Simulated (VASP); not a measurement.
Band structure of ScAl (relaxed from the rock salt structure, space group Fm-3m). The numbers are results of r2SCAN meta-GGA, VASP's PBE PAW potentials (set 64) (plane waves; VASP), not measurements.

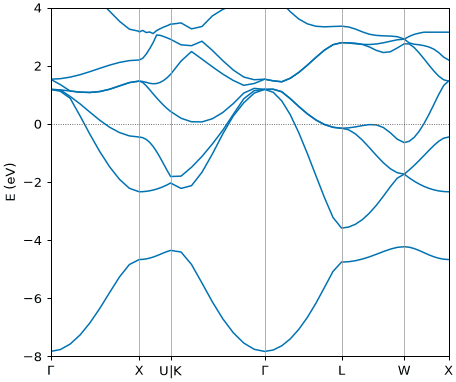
Fig. 1. Bands along high-symmetry lines, zero at the valence-band maximum or, without a gap, the Fermi level

Read the plot: is there a gap, and where are the band edges?

It has no gap at this level: it comes out as a metal or semimetal.

The structure was generated: ScAl was put into the rock salt type (Fm-3m), which need not be its known phase. It was relaxed first, which changed the volume by -27 %.
